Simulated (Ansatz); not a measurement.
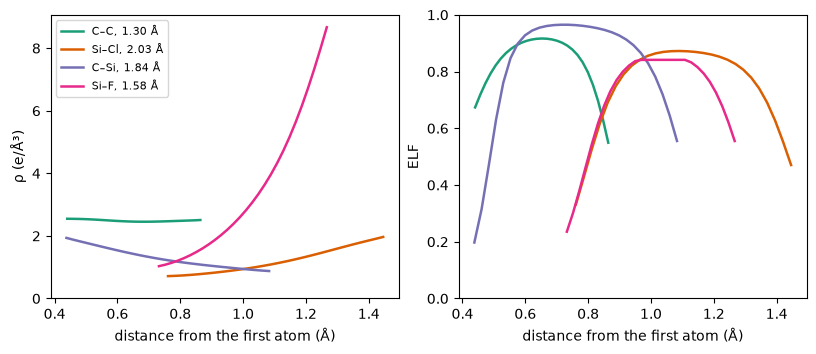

Figure 1: C₂H₂Cl₂FSi (doublet). Total electron density and electron localisation function along straight lines between neighbouring atoms. The curves leave out the atomic cores.

Geometry: PBE0-D4/def2-TZVP.

These are results of UKS PBE0-D4/def2-TZVPP in Ansatz 0.2.0, not measurements.

| atom | x (Å) | y (Å) | z (Å) |
| --- | --- | --- | --- |
| C | 0.9445 | -1.5171 | 0.4933 |
| C | -0.1827 | -0.9903 | 0.1027 |
| Si | -0.2788 | 0.8215 | -0.2216 |
| F | 1.1381 | 1.4702 | 0.0576 |
| Cl | -0.7716 | 1.2086 | -2.1517 |
| Cl | -1.6288 | 1.7260 | 0.9940 |
| H | 1.9488 | -1.1785 | 0.7081 |
| H | -1.0773 | -1.5977 | -0.0383 |

> What can be read from the curves?

C–C (1.30 Å): the density is about 2.5 e/Å³ at the midpoint; the ELF peaks at about 0.90 between the atoms; a short, multiple covalent bond.
Si–Cl (2.03 Å): ρ at the midpoint is about 0.96 e/Å³; the ELF peaks at about 0.85 between the atoms (a shared but strongly polarised pair).
C–Si (1.84 Å): ρ is about 1 e/Å³ halfway; the ELF peaks at about 0.95 between the atoms; localised, covalent bonding.
Si–F (1.58 Å): the density is about 1.2 e/Å³ at the midpoint; the ELF peaks at about 0.85 in the valence shell of F, 0.6 Å from its nucleus, and is about 0.45 at the midpoint.
